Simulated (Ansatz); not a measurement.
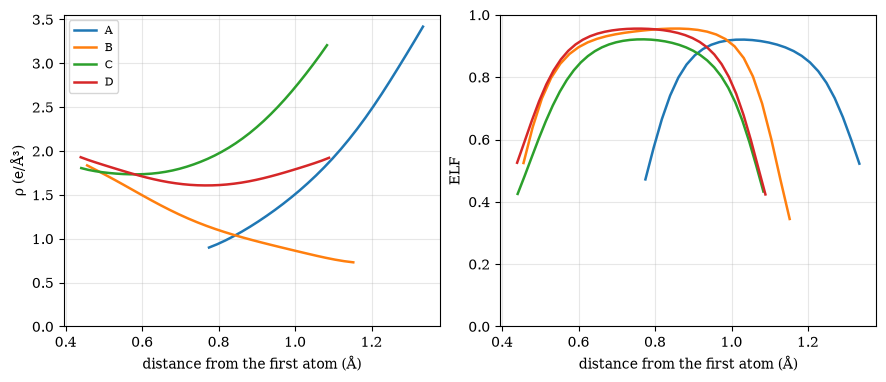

Figure. C₃H₁₀N₂Si. Electron density and ELF along straight lines between neighbouring atoms. The curves leave out the atomic cores.

Geometry: B3LYP/def2-SVP.

These are results of isolated molecule in a Gaussian basis; Kohn-Sham density functional theory, functional PBE0 in Ansatz, not measurements.

```xyz
16

C     0.5697    1.9759    1.8524
C     1.0777    1.0997    0.7083
C     0.3552    1.2948   -0.6656
N    -0.1967   -0.0579   -0.8191
N    -0.5419   -1.4645    1.7420
Si    0.5234   -0.7357    0.6024
H    -0.5186    1.8650    1.9996
H     0.7653    3.0477    1.6695
H     1.0546    1.7127    2.8070
H     2.1689    1.2212    0.6014
H     1.0586    1.5811   -1.4721
H    -0.4251    2.0816   -0.6196
H    -0.6852   -0.3524   -1.6561
H     1.6153   -1.7531    0.4736
H    -0.2904   -2.2851    2.2807
H    -1.4212   -1.0545    2.0375
```

### Which curve belongs to which contact (C–C, C–N, C–Si and Si–N)? The first atom named is at distance zero.

Curve A: Si–N (1.72 Å): ρ is about 1.1 e/Å³ halfway; the ELF peaks at about 0.90 between the atoms: a polar covalent bond. Curve B: C–Si (1.92 Å): the density is about 0.91 e/Å³ at the midpoint; the ELF peaks at about 0.95 between the atoms (a shared electron pair). Curve C: C–N (1.47 Å): the density is about 1.8 e/Å³ at the midpoint; the ELF peaks at about 0.90 between the atoms: localised, covalent bonding. Curve D: C–C (1.53 Å): ρ is about 1.6 e/Å³ halfway; the ELF peaks at about 0.95 between the atoms, as expected for a shared electron pair.
